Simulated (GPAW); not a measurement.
## KTaO3 (Pm-3m): refractive index against wavelength

The refractive index of KTaO3 (Pm-3m) below the direct gap (2.84 eV on the mesh) is read from one computed spectrum, n = √(Re ε).

The structure is cubic, space group Pm-3m (No. 221). The conventional cell has a = 3.988 Å, b = 3.988 Å, c = 3.988 Å, α = 90.00°, β = 90.00°, γ = 90.00°. Around Ta on site a lie 6 O at 1.99 Å. Around K on site b lie 12 O at 2.82 Å. O on site d is surrounded by 2 Ta at 1.99 Å.

Method: GPAW 26.7.0, RPBE, RPA, k-mesh 8×8×8, local fields up to 30 eV, Lorentzian half width 0.15 eV.

Launch of the response step: `OMP_NUM_THREADS=1 python df.py`. The run took 68 s, its band step included, on 1 thread of AMD EPYC 7R43 64-Core Processor (Zen 3), with other jobs on the host.

```
wavelength (nm)  photon energy E (eV)       n
           2000                 0.620  2.1850
           1550                 0.800  2.1921
           1310                 0.946  2.1993
           1064                 1.165  2.2129
            850                 1.459  2.2372
            700                 1.771  2.2730
            633                 1.959       ?
```

In the single-oscillator model n² − 1 = E₀E_d/(E₀² − E²), so 1/(n² − 1) = E₀/E_d − E²/(E₀E_d) is linear in E².

Working, on the rows shown:

| x = E² (eV²) | y = 1/(n² − 1) |
| --- | --- |
| 0.384302 | 0.264955 |
| 0.639837 | 0.262791 |
| 0.895757 | 0.260626 |
| 1.35784 | 0.256612 |
| 2.12762 | 0.249684 |
| 3.13716 | 0.240008 |

Means: x̄ = 1.4238, ȳ = 0.25578. Σ(x − x̄)(y − ȳ) = -0.04896, Σ(x − x̄)² = 5.409. Slope = -0.04896 / 5.409 = -0.009051; intercept = ȳ − slope · x̄ = 0.26867. Turned back into n, the line misses the rows shown by at most 0.001.

Task: What does the fit predict for the withheld row, and how well does it do?

Result: At x = 3.8364 the line gives y = 0.23394, that is 2.2966. The run gave 2.3010, so the extrapolation is off by 0.0044, 4 % of the range in the table.

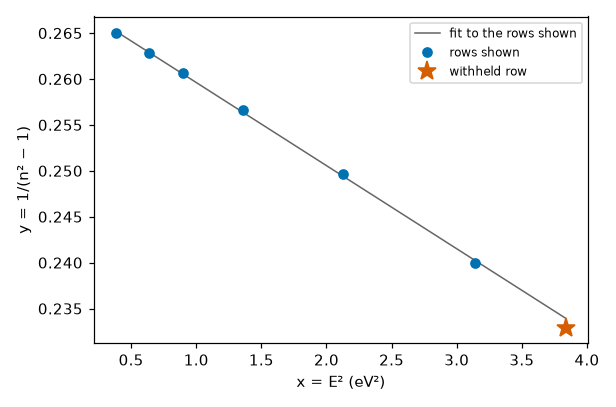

Refitted with all rows, the slope is -0.009268 and the intercept 0.26889. These give E₀ = √(intercept/−slope) = 5.39 eV and E_d = E₀/intercept = 20.0 eV; E₀ is 1.9 times the direct gap. The electronic limit at long wavelengths, without lattice vibrations, is n = √(1 + 1/intercept) = 2.172. Excitons are left out; RPBE gaps are as a rule too small. The values come from a sum over the points of one k-mesh and carry its error, which grows as the direct gap shrinks. This version of GPAW has incomplete matrix elements in the optical limit, which can lower ε − 1 by up to a tenth where first-row anions or d states rule. Spin-orbit coupling is left out.

[Logs are printed without paths, hosts, clocks, repeated set-up lines and the standing remarks that a program may print on its own settings, such as how far it seeks lower states.]
